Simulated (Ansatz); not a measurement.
**GeH2ClOF: molecular dynamics (part 1 of 5)**

GeH2ClOF, computed with RKS PBE0-D4/def2-SVP (Ansatz 0.2.0).

It belongs to a series of runs on one base structure; here: dynamics from the start. Figures and captions count atoms from 1; the log counts them from 0 in places.

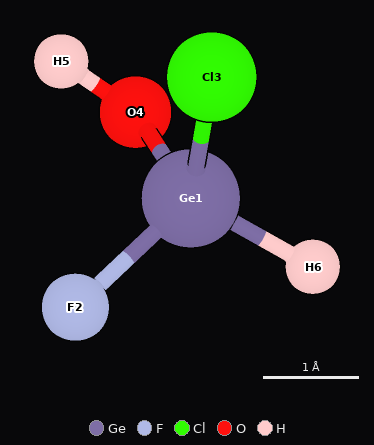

Fig. 1: The starting structure (ball-and-stick view, seen at a tilt; atoms are numbered from 1 in the order of the input). Sticks mark near contacts.

### Results in brief

- outcome: finished
- mean temperature over the second half: 136 K
- trajectory: 250 steps, 125 fs
- ensemble: nvt_langevin
- temperature in the input: 200.0 K
- time step: 0.5 fs
- potential energy (last step): −73809.3889 eV
- mean-field energy (last step): −73809.2862 eV
- largest force (length of the vector) (last step): 1.174 eV/Å
- hardware: 2 threads of Arm Neoverse V2, 24 GiB of memory available, shared host
- wall time: 7.3 min (CPU time 14 min)
- peak memory: 0.18 GiB

So short a trajectory is not equilibrated. The logged temperature at the start can lie below the typed one, since it is counted over all degrees of freedom. The temperature stays far from the 200 K of the thermostat over the second half: the run isn't equilibrated.

### Input file
```yaml
crystal:
  periodic: [false, false, false]
  atoms:
    - { symbol: Ge, position_ang: [-0.126265, -0.177552, -0.096647] }
    - { symbol: F, position_ang: [-0.194586, -0.060675, 1.628001] }
    - { symbol: Cl, position_ang: [1.877281, 0.368055, -0.611642] }
    - { symbol: O, position_ang: [-1.26544, 0.962163, -0.772837] }
    - { symbol: H, position_ang: [-1.057041, 1.884545, -0.583262] }
    - { symbol: H, position_ang: [-0.495649, -1.583436, -0.540313] }
basis:
  gaussian: { orbitals: def2-SVP }
hamiltonian:
  xc: pbe0
  dispersion: d4
md:
  timestep: 0.5
  n_steps: 250
  ensemble: nvt_langevin
  temperature: 200.0
  initial_velocities: maxwell_boltzmann
  seed: 324594
  friction: 0.02
```

Launched with:
```bash
ansatz run input.yaml --threads 2 --pin off --max-ram 3072MiB --backend cpu --events-out ev --progress --plain --runs-dir out
```

### What the program printed
```
Engine: ansatz 0.2.0, aarch64-unknown-linux-gnu
Functional definition: PBE0
  parameter a = 0.25
  parameter kappa = 0.804
  parameter beta = 0.06672455060314922
  exchange = (1 - a)*pbe_x(kappa = kappa, mu = beta*pi^2/3) + a*exact_x
  correlation = pbe_c(beta = beta)
892 factors; integrals over basis functions are off by at most 3.9e-4 eV
mean field evaluation 1: about -73804.2125 eV, gradient 5.6e1 eV
mean field evaluation 2: about -73793.6104 eV, gradient 9.5e1 eV
mean field evaluation 4: about -73809.3266 eV, gradient 4.3e0 eV
mean field evaluation 8: about -73809.3735 eV, gradient 7.2e-2 eV
mean field -73809.37352863 eV, -2712.4444473869 hartree, gradient 2.7e-5 eV, S^2 0.000000; 0 other end points of the search recorded, 0 dependent functions left out
the calculation of the forces begins
reference -73809.37354962 eV, -2712.4444481581 hartree; 34, 34 occupied and 54, 54 virtual orbitals, 892 factors
md step     0: t =     0.00 fs  T =   166.7 K  F+E_penalty+E_count = -73809.47775986 eV  E_kin = 0.129260 eV  (25 SCF iters)
these checks for a lower state are left out or cut short: starts, cluster_reference, orbital_swaps, neighbouring_geometries, increment
892 factors; integrals over basis functions are off by at most 3.8e-4 eV
mean field evaluation 16: about -73809.3546 eV, gradient 6.7e-1 eV
mean field -73809.37075084 eV, -2712.4443453050 hartree, gradient 1.1e-5 eV, S^2 0.000000; 0 other end points of the search recorded, 0 dependent functions left out
the calculation of the forces begins
reference -73809.37077182 eV, -2712.4443460758 hartree; 34, 34 occupied and 54, 54 virtual orbitals, 892 factors
md step     1: t =     0.50 fs  T =   151.0 K  F+E_penalty+E_count = -73809.47498893 eV  E_kin = 0.117124 eV  (31 SCF iters)
[... from here on the SCF iterations and repeated set-up lines of each step are left out, up to the last step ...]
md step     2: t =     1.00 fs  T =   153.3 K  F+E_penalty+E_count = -73809.46916054 eV  E_kin = 0.118870 eV  (24 SCF iters)
md step     3: t =     1.50 fs  T =   125.5 K  F+E_penalty+E_count = -73809.46422286 eV  E_kin = 0.097312 eV  (23 SCF iters)
md step     4: t =     2.00 fs  T =   121.6 K  F+E_penalty+E_count = -73809.46222912 eV  E_kin = 0.094274 eV  (24 SCF iters)
md step     5: t =     2.50 fs  T =   116.6 K  F+E_penalty+E_count = -73809.46342280 eV  E_kin = 0.090450 eV  (24 SCF iters)
md step     6: t =     3.00 fs  T =   132.2 K  F+E_penalty+E_count = -73809.46718852 eV  E_kin = 0.102551 eV  (24 SCF iters)
md step     7: t =     3.50 fs  T =   138.1 K  F+E_penalty+E_count = -73809.47099841 eV  E_kin = 0.107135 eV  (23 SCF iters)
md step     8: t =     4.00 fs  T =   116.4 K  F+E_penalty+E_count = -73809.47211437 eV  E_kin = 0.090251 eV  (24 SCF iters)
md step     9: t =     4.50 fs  T =   117.3 K  F+E_penalty+E_count = -73809.47081165 eV  E_kin = 0.090977 eV  (24 SCF iters)
md step    10: t =     5.00 fs  T =   114.7 K  F+E_penalty+E_count = -73809.46788473 eV  E_kin = 0.088952 eV  (23 SCF iters)
md step    11: t =     5.50 fs  T =   101.7 K  F+E_penalty+E_count = -73809.46417437 eV  E_kin = 0.078904 eV  (25 SCF iters)
md step    12: t =     6.00 fs  T =    98.0 K  F+E_penalty+E_count = -73809.46091702 eV  E_kin = 0.076018 eV  (24 SCF iters)
md step    13: t =     6.50 fs  T =   105.7 K  F+E_penalty+E_count = -73809.45984066 eV  E_kin = 0.081947 eV  (23 SCF iters)
md step    14: t =     7.00 fs  T =   130.0 K  F+E_penalty+E_count = -73809.46126933 eV  E_kin = 0.100819 eV  (24 SCF iters)
md step    15: t =     7.50 fs  T =   136.9 K  F+E_penalty+E_count = -73809.46317528 eV  E_kin = 0.106162 eV  (25 SCF iters)
md step    16: t =     8.00 fs  T =   135.0 K  F+E_penalty+E_count = -73809.46306976 eV  E_kin = 0.104683 eV  (23 SCF iters)
md step    17: t =     8.50 fs  T =   135.7 K  F+E_penalty+E_count = -73809.45926508 eV  E_kin = 0.105243 eV  (31 SCF iters)
md step    18: t =     9.00 fs  T =   123.9 K  F+E_penalty+E_count = -73809.45306274 eV  E_kin = 0.096092 eV  (24 SCF iters)
md step    19: t =     9.50 fs  T =   122.2 K  F+E_penalty+E_count = -73809.44769813 eV  E_kin = 0.094760 eV  (25 SCF iters)
md step    20: t =    10.00 fs  T =   137.2 K  F+E_penalty+E_count = -73809.44541653 eV  E_kin = 0.106394 eV  (27 SCF iters)
md step    21: t =    10.50 fs  T =   147.4 K  F+E_penalty+E_count = -73809.44587707 eV  E_kin = 0.114284 eV  (24 SCF iters)
md step    22: t =    11.00 fs  T =   153.9 K  F+E_penalty+E_count = -73809.44774221 eV  E_kin = 0.119353 eV  (25 SCF iters)
md step    23: t =    11.50 fs  T =   157.6 K  F+E_penalty+E_count = -73809.45011534 eV  E_kin = 0.122233 eV  (24 SCF iters)
md step    24: t =    12.00 fs  T =   165.3 K  F+E_penalty+E_count = -73809.44960268 eV  E_kin = 0.128217 eV  (31 SCF iters)
md step    25: t =    12.50 fs  T =   150.3 K  F+E_penalty+E_count = -73809.44396453 eV  E_kin = 0.116574 eV  (31 SCF iters)
md step    26: t =    13.00 fs  T =   134.1 K  F+E_penalty+E_count = -73809.43503301 eV  E_kin = 0.103971 eV  (24 SCF iters)
md step    27: t =    13.50 fs  T =   129.7 K  F+E_penalty+E_count = -73809.42597684 eV  E_kin = 0.100600 eV  (23 SCF iters)
md step    28: t =    14.00 fs  T =   111.9 K  F+E_penalty+E_count = -73809.41994407 eV  E_kin = 0.086796 eV  (24 SCF iters)
md step    29: t =    14.50 fs  T =   107.8 K  F+E_penalty+E_count = -73809.41983050 eV  E_kin = 0.083628 eV  (24 SCF iters)
md step    30: t =    15.00 fs  T =   109.6 K  F+E_penalty+E_count = -73809.42339359 eV  E_kin = 0.085034 eV  (24 SCF iters)
md step    31: t =    15.50 fs  T =   108.2 K  F+E_penalty+E_count = -73809.42623325 eV  E_kin = 0.083889 eV  (24 SCF iters)
md step    32: t =    16.00 fs  T =    97.4 K  F+E_penalty+E_count = -73809.42692462 eV  E_kin = 0.075504 eV  (24 SCF iters)
md step    33: t =    16.50 fs  T =    90.9 K  F+E_penalty+E_count = -73809.42483582 eV  E_kin = 0.070477 eV  (23 SCF iters)
md step    34: t =    17.00 fs  T =    81.4 K  F+E_penalty+E_count = -73809.42033461 eV  E_kin = 0.063115 eV  (24 SCF iters)
md step    35: t =    17.50 fs  T =    72.3 K  F+E_penalty+E_count = -73809.41452303 eV  E_kin = 0.056084 eV  (24 SCF iters)
md step    36: t =    18.00 fs  T =    80.7 K  F+E_penalty+E_count = -73809.40876169 eV  E_kin = 0.062619 eV  (24 SCF iters)
md step    37: t =    18.50 fs  T =    80.1 K  F+E_penalty+E_count = -73809.40526469 eV  E_kin = 0.062129 eV  (24 SCF iters)
md step    38: t =    19.00 fs  T =    80.5 K  F+E_penalty+E_count = -73809.40559800 eV  E_kin = 0.062452 eV  (24 SCF iters)
md step    39: t =    19.50 fs  T =    87.5 K  F+E_penalty+E_count = -73809.40734561 eV  E_kin = 0.067832 eV  (25 SCF iters)
md step    40: t =    20.00 fs  T =    88.6 K  F+E_penalty+E_count = -73809.40843972 eV  E_kin = 0.068711 eV  (24 SCF iters)
md step    41: t =    20.50 fs  T =   102.6 K  F+E_penalty+E_count = -73809.40872870 eV  E_kin = 0.079581 eV  (24 SCF iters)
md step    42: t =    21.00 fs  T =    93.9 K  F+E_penalty+E_count = -73809.40765562 eV  E_kin = 0.072839 eV  (27 SCF iters)
md step    43: t =    21.50 fs  T =   100.4 K  F+E_penalty+E_count = -73809.40485462 eV  E_kin = 0.077828 eV  (24 SCF iters)
md step    44: t =    22.00 fs  T =    92.1 K  F+E_penalty+E_count = -73809.40088764 eV  E_kin = 0.071434 eV  (24 SCF iters)
md step    45: t =    22.50 fs  T =    71.3 K  F+E_penalty+E_count = -73809.39795044 eV  E_kin = 0.055321 eV  (23 SCF iters)
md step    46: t =    23.00 fs  T =    60.4 K  F+E_penalty+E_count = -73809.39750708 eV  E_kin = 0.046867 eV  (20 SCF iters)
md step    47: t =    23.50 fs  T =    67.0 K  F+E_penalty+E_count = -73809.39895339 eV  E_kin = 0.051955 eV  (23 SCF iters)
md step    48: t =    24.00 fs  T =    83.4 K  F+E_penalty+E_count = -73809.40221477 eV  E_kin = 0.064679 eV  (24 SCF iters)
md step    49: t =    24.50 fs  T =    79.1 K  F+E_penalty+E_count = -73809.40644788 eV  E_kin = 0.061318 eV  (23 SCF iters)
md step    50: t =    25.00 fs  T =    69.3 K  F+E_penalty+E_count = -73809.40947318 eV  E_kin = 0.053731 eV  (23 SCF iters)
md step    51: t =    25.50 fs  T =    75.9 K  F+E_penalty+E_count = -73809.41083709 eV  E_kin = 0.058875 eV  (24 SCF iters)
md step    52: t =    26.00 fs  T =    86.3 K  F+E_penalty+E_count = -73809.41033354 eV  E_kin = 0.066926 eV  (24 SCF iters)
md step    53: t =    26.50 fs  T =    93.4 K  F+E_penalty+E_count = -73809.40921641 eV  E_kin = 0.072415 eV  (24 SCF iters)
md step    54: t =    27.00 fs  T =   104.8 K  F+E_penalty+E_count = -73809.40850016 eV  E_kin = 0.081269 eV  (23 SCF iters)
md step    55: t =    27.50 fs  T =    98.0 K  F+E_penalty+E_count = -73809.40861147 eV  E_kin = 0.076042 eV  (24 SCF iters)
md step    56: t =    28.00 fs  T =    93.9 K  F+E_penalty+E_count = -73809.41107500 eV  E_kin = 0.072794 eV  (24 SCF iters)
md step    57: t =    28.50 fs  T =    96.7 K  F+E_penalty+E_count = -73809.41527844 eV  E_kin = 0.075031 eV  (25 SCF iters)
md step    58: t =    29.00 fs  T =   114.9 K  F+E_penalty+E_count = -73809.41821985 eV  E_kin = 0.089081 eV  (24 SCF iters)
md step    59: t =    29.50 fs  T =   106.2 K  F+E_penalty+E_count = -73809.41825527 eV  E_kin = 0.082372 eV  (24 SCF iters)
md step    60: t =    30.00 fs  T =    96.5 K  F+E_penalty+E_count = -73809.41637930 eV  E_kin = 0.074829 eV  (24 SCF iters)
md step    61: t =    30.50 fs  T =   104.1 K  F+E_penalty+E_count = -73809.41329096 eV  E_kin = 0.080771 eV  (25 SCF iters)
md step    62: t =    31.00 fs  T =   110.6 K  F+E_penalty+E_count = -73809.41028118 eV  E_kin = 0.085801 eV  (25 SCF iters)
md step    63: t =    31.50 fs  T =    98.1 K  F+E_penalty+E_count = -73809.40888094 eV  E_kin = 0.076098 eV  (24 SCF iters)
md step    64: t =    32.00 fs  T =    83.7 K  F+E_penalty+E_count = -73809.40998014 eV  E_kin = 0.064895 eV  (24 SCF iters)
md step    65: t =    32.50 fs  T =    77.7 K  F+E_penalty+E_count = -73809.41313148 eV  E_kin = 0.060232 eV  (27 SCF iters)
md step    66: t =    33.00 fs  T =   107.5 K  F+E_penalty+E_count = -73809.41725010 eV  E_kin = 0.083380 eV  (24 SCF iters)
md step    67: t =    33.50 fs  T =   120.3 K  F+E_penalty+E_count = -73809.42017593 eV  E_kin = 0.093324 eV  (23 SCF iters)
md step    68: t =    34.00 fs  T =   126.0 K  F+E_penalty+E_count = -73809.41990084 eV  E_kin = 0.097736 eV  (24 SCF iters)
md step    69: t =    34.50 fs  T =   130.4 K  F+E_penalty+E_count = -73809.41758219 eV  E_kin = 0.101102 eV  (23 SCF iters)
md step    70: t =    35.00 fs  T =   113.7 K  F+E_penalty+E_count = -73809.41649509 eV  E_kin = 0.088148 eV  (25 SCF iters)
md step    71: t =    35.50 fs  T =    94.3 K  F+E_penalty+E_count = -73809.41798123 eV  E_kin = 0.073099 eV  (23 SCF iters)
md step    72: t =    36.00 fs  T =    96.2 K  F+E_penalty+E_count = -73809.42085260 eV  E_kin = 0.074643 eV  (23 SCF iters)
md step    73: t =    36.50 fs  T =    92.7 K  F+E_penalty+E_count = -73809.42370398 eV  E_kin = 0.071860 eV  (24 SCF iters)
md step    74: t =    37.00 fs  T =    94.4 K  F+E_penalty+E_count = -73809.42589658 eV  E_kin = 0.073248 eV  (25 SCF iters)
md step    75: t =    37.50 fs  T =    97.3 K  F+E_penalty+E_count = -73809.42686485 eV  E_kin = 0.075464 eV  (23 SCF iters)
md step    76: t =    38.00 fs  T =    85.7 K  F+E_penalty+E_count = -73809.42624841 eV  E_kin = 0.066444 eV  (25 SCF iters)
md step    77: t =    38.50 fs  T =    82.1 K  F+E_penalty+E_count = -73809.42350789 eV  E_kin = 0.063670 eV  (25 SCF iters)
md step    78: t =    39.00 fs  T =    57.4 K  F+E_penalty+E_count = -73809.41967886 eV  E_kin = 0.044537 eV  (25 SCF iters)
md step    79: t =    39.50 fs  T =    56.6 K  F+E_penalty+E_count = -73809.41638945 eV  E_kin = 0.043922 eV  (23 SCF iters)
md step    80: t =    40.00 fs  T =    46.9 K  F+E_penalty+E_count = -73809.41426275 eV  E_kin = 0.036400 eV  (24 SCF iters)
md step    81: t =    40.50 fs  T =    46.7 K  F+E_penalty+E_count = -73809.41416551 eV  E_kin = 0.036251 eV  (24 SCF iters)
md step    82: t =    41.00 fs  T =    53.9 K  F+E_penalty+E_count = -73809.41571806 eV  E_kin = 0.041783 eV  (24 SCF iters)
md step    83: t =    41.50 fs  T =    54.1 K  F+E_penalty+E_count = -73809.41795619 eV  E_kin = 0.041950 eV  (25 SCF iters)
md step    84: t =    42.00 fs  T =    55.0 K  F+E_penalty+E_count = -73809.41985568 eV  E_kin = 0.042660 eV  (25 SCF iters)
md step    85: t =    42.50 fs  T =    51.2 K  F+E_penalty+E_count = -73809.42080169 eV  E_kin = 0.039685 eV  (25 SCF iters)
md step    86: t =    43.00 fs  T =    50.3 K  F+E_penalty+E_count = -73809.42101120 eV  E_kin = 0.039034 eV  (24 SCF iters)
md step    87: t =    43.50 fs  T =    58.2 K  F+E_penalty+E_count = -73809.42099322 eV  E_kin = 0.045100 eV  (24 SCF iters)
md step    88: t =    44.00 fs  T =    70.4 K  F+E_penalty+E_count = -73809.42074496 eV  E_kin = 0.054584 eV  (27 SCF iters)
md step    89: t =    44.50 fs  T =    69.5 K  F+E_penalty+E_count = -73809.42024243 eV  E_kin = 0.053903 eV  (25 SCF iters)
md step    90: t =    45.00 fs  T =    71.8 K  F+E_penalty+E_count = -73809.42032564 eV  E_kin = 0.055707 eV  (25 SCF iters)
md step    91: t =    45.50 fs  T =    80.9 K  F+E_penalty+E_count = -73809.42096153 eV  E_kin = 0.062712 eV  (23 SCF iters)
md step    92: t =    46.00 fs  T =    94.0 K  F+E_penalty+E_count = -73809.42197158 eV  E_kin = 0.072926 eV  (24 SCF iters)
md step    93: t =    46.50 fs  T =   119.2 K  F+E_penalty+E_count = -73809.42339703 eV  E_kin = 0.092417 eV  (24 SCF iters)
md step    94: t =    47.00 fs  T =   139.9 K  F+E_penalty+E_count = -73809.42387247 eV  E_kin = 0.108463 eV  (23 SCF iters)
md step    95: t =    47.50 fs  T =   127.0 K  F+E_penalty+E_count = -73809.42297931 eV  E_kin = 0.098476 eV  (24 SCF iters)
md step    96: t =    48.00 fs  T =   118.8 K  F+E_penalty+E_count = -73809.42067847 eV  E_kin = 0.092115 eV  (24 SCF iters)
md step    97: t =    48.50 fs  T =   107.8 K  F+E_penalty+E_count = -73809.41785454 eV  E_kin = 0.083578 eV  (25 SCF iters)
md step    98: t =    49.00 fs  T =   113.3 K  F+E_penalty+E_count = -73809.41472231 eV  E_kin = 0.087873 eV  (25 SCF iters)
md step    99: t =    49.50 fs  T =   107.3 K  F+E_penalty+E_count = -73809.41182778 eV  E_kin = 0.083244 eV  (25 SCF iters)
md step   100: t =    50.00 fs  T =   109.5 K  F+E_penalty+E_count = -73809.41021087 eV  E_kin = 0.084906 eV  (25 SCF iters)
md step   101: t =    50.50 fs  T =   116.6 K  F+E_penalty+E_count = -73809.40957516 eV  E_kin = 0.090450 eV  (24 SCF iters)
md step   102: t =    51.00 fs  T =   106.0 K  F+E_penalty+E_count = -73809.40891162 eV  E_kin = 0.082211 eV  (25 SCF iters)
md step   103: t =    51.50 fs  T =   110.3 K  F+E_penalty+E_count = -73809.40777502 eV  E_kin = 0.085536 eV  (24 SCF iters)
md step   104: t =    52.00 fs  T =    94.5 K  F+E_penalty+E_count = -73809.40619467 eV  E_kin = 0.073291 eV  (25 SCF iters)
md step   105: t =    52.50 fs  T =   100.8 K  F+E_penalty+E_count = -73809.40469062 eV  E_kin = 0.078178 eV  (25 SCF iters)
md step   106: t =    53.00 fs  T =   109.1 K  F+E_penalty+E_count = -73809.40326425 eV  E_kin = 0.084650 eV  (25 SCF iters)
md step   107: t =    53.50 fs  T =   107.0 K  F+E_penalty+E_count = -73809.40192796 eV  E_kin = 0.083016 eV  (25 SCF iters)
md step   108: t =    54.00 fs  T =   114.5 K  F+E_penalty+E_count = -73809.40052050 eV  E_kin = 0.088811 eV  (25 SCF iters)
md step   109: t =    54.50 fs  T =   110.5 K  F+E_penalty+E_count = -73809.39898020 eV  E_kin = 0.085666 eV  (25 SCF iters)
md step   110: t =    55.00 fs  T =   111.4 K  F+E_penalty+E_count = -73809.39741577 eV  E_kin = 0.086414 eV  (27 SCF iters)
md step   111: t =    55.50 fs  T =   102.0 K  F+E_penalty+E_count = -73809.39604053 eV  E_kin = 0.079100 eV  (24 SCF iters)
md step   112: t =    56.00 fs  T =    87.8 K  F+E_penalty+E_count = -73809.39489648 eV  E_kin = 0.068064 eV  (24 SCF iters)
md step   113: t =    56.50 fs  T =    76.9 K  F+E_penalty+E_count = -73809.39381747 eV  E_kin = 0.059608 eV  (23 SCF iters)
md step   114: t =    57.00 fs  T =    81.7 K  F+E_penalty+E_count = -73809.39312161 eV  E_kin = 0.063398 eV  (24 SCF iters)
md step   115: t =    57.50 fs  T =    74.8 K  F+E_penalty+E_count = -73809.39235950 eV  E_kin = 0.057999 eV  (24 SCF iters)
md step   116: t =    58.00 fs  T =    62.2 K  F+E_penalty+E_count = -73809.39132756 eV  E_kin = 0.048228 eV  (24 SCF iters)
md step   117: t =    58.50 fs  T =    54.5 K  F+E_penalty+E_count = -73809.39015009 eV  E_kin = 0.042256 eV  (24 SCF iters)
md step   118: t =    59.00 fs  T =    62.4 K  F+E_penalty+E_count = -73809.38877775 eV  E_kin = 0.048358 eV  (25 SCF iters)
md step   119: t =    59.50 fs  T =    73.6 K  F+E_penalty+E_count = -73809.38768332 eV  E_kin = 0.057117 eV  (25 SCF iters)
md step   120: t =    60.00 fs  T =    79.6 K  F+E_penalty+E_count = -73809.38707107 eV  E_kin = 0.061747 eV  (24 SCF iters)
md step   121: t =    60.50 fs  T =    77.3 K  F+E_penalty+E_count = -73809.38699447 eV  E_kin = 0.059969 eV  (24 SCF iters)
md step   122: t =    61.00 fs  T =    78.8 K  F+E_penalty+E_count = -73809.38771569 eV  E_kin = 0.061088 eV  (23 SCF iters)
md step   123: t =    61.50 fs  T =    80.8 K  F+E_penalty+E_count = -73809.38942207 eV  E_kin = 0.062658 eV  (24 SCF iters)
md step   124: t =    62.00 fs  T =    91.3 K  F+E_penalty+E_count = -73809.39222362 eV  E_kin = 0.070779 eV  (24 SCF iters)
md step   125: t =    62.50 fs  T =    83.5 K  F+E_penalty+E_count = -73809.39564654 eV  E_kin = 0.064777 eV  (25 SCF iters)
md step   126: t =    63.00 fs  T =    95.2 K  F+E_penalty+E_count = -73809.39944890 eV  E_kin = 0.073817 eV  (25 SCF iters)
md step   127: t =    63.50 fs  T =    91.7 K  F+E_penalty+E_count = -73809.40357772 eV  E_kin = 0.071095 eV  (23 SCF iters)
md step   128: t =    64.00 fs  T =    89.8 K  F+E_penalty+E_count = -73809.40700262 eV  E_kin = 0.069628 eV  (23 SCF iters)
md step   129: t =    64.50 fs  T =    93.1 K  F+E_penalty+E_count = -73809.40953688 eV  E_kin = 0.072216 eV  (24 SCF iters)
md step   130: t =    65.00 fs  T =   102.9 K  F+E_penalty+E_count = -73809.41174153 eV  E_kin = 0.079818 eV  (23 SCF iters)
md step   131: t =    65.50 fs  T =    98.1 K  F+E_penalty+E_count = -73809.41342945 eV  E_kin = 0.076056 eV  (23 SCF iters)
md step   132: t =    66.00 fs  T =   100.9 K  F+E_penalty+E_count = -73809.41461753 eV  E_kin = 0.078229 eV  (24 SCF iters)
md step   133: t =    66.50 fs  T =   116.0 K  F+E_penalty+E_count = -73809.41529474 eV  E_kin = 0.089963 eV  (27 SCF iters)
md step   134: t =    67.00 fs  T =   132.7 K  F+E_penalty+E_count = -73809.41625589 eV  E_kin = 0.102885 eV  (23 SCF iters)
md step   135: t =    67.50 fs  T =   118.7 K  F+E_penalty+E_count = -73809.41801860 eV  E_kin = 0.092046 eV  (24 SCF iters)
```
